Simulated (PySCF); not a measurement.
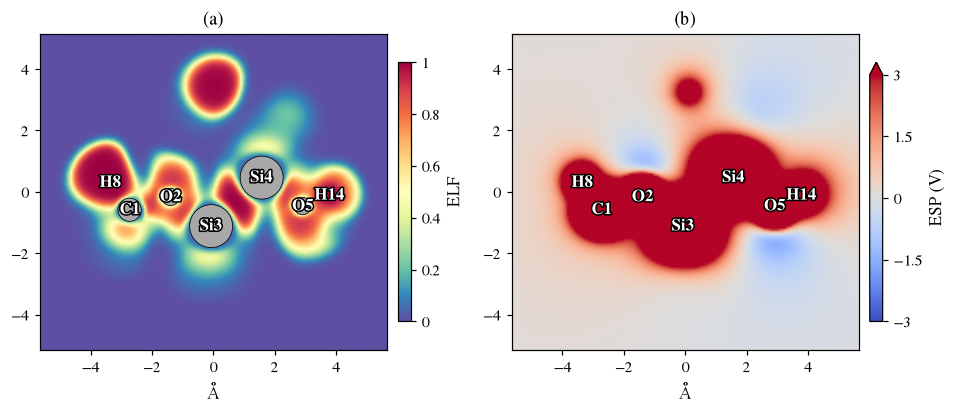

Figure 1: C₂H₁₀O₂SSi₂. (a) ELF; (b) molecular electrostatic potential on the plane of atoms C1, O2 and Si3. Grey discs cover the atomic cores in the ELF map.

Geometry: GFN2-xTB.

These are results of CAM-B3LYP/def2-SVPD, SCF density, gas phase (PySCF 2.14.0), not measurements.

```
atom    x (Å)    y (Å)    z (Å)
   C   1.4742   2.2377  -0.7612
   O   0.8821   1.0672  -0.2884
  Si   1.3073  -0.4624  -0.6545
  Si  -0.1426  -1.6274   0.6717
   O   0.2682  -3.1600   0.3252
   S  -2.2429  -1.4266   0.1842
   C  -2.4466   0.3479   0.5281
   H   0.9260   3.0878  -0.3541
   H   2.5170   2.2945  -0.4435
   H   1.4415   2.2746  -1.8520
   H   1.2191  -0.6626  -2.1135
   H   2.7271  -0.6882  -0.3371
   H  -0.1289  -1.4405   2.1325
   H  -0.3223  -3.8904   0.4956
   H  -3.4395   0.6281   0.1923
   H  -1.6923   0.9107  -0.0119
   H  -2.3543   0.5216   1.5960
```

What do the fields say about this system?

- The section cuts through C, O, Si and H sites.
- C–O (1.39 Å): the ELF peaks at about 0.90 between the atoms; a shared but strongly polarised pair.
- Si–O (1.62 Å): the ELF peaks at about 0.90 between the atoms, as expected for a polar covalent bond.
- Si–Si (2.28 Å): the ELF peaks at about 1 between the atoms; a shared electron pair.
- O–H (0.95 Å): the ELF climbs to about 1 towards the hydrogen, as it does in any bond to H: an ordinary covalent bond to hydrogen.
- C–H (1.09 Å): the ELF climbs to about 1 towards the hydrogen; a covalent bond by its length.
- The ELF also peaks beside O5, away from the bonds: lone-pair regions.
- Outside the dense part of the molecule the potential is most negative (−1.5 V) near O5.
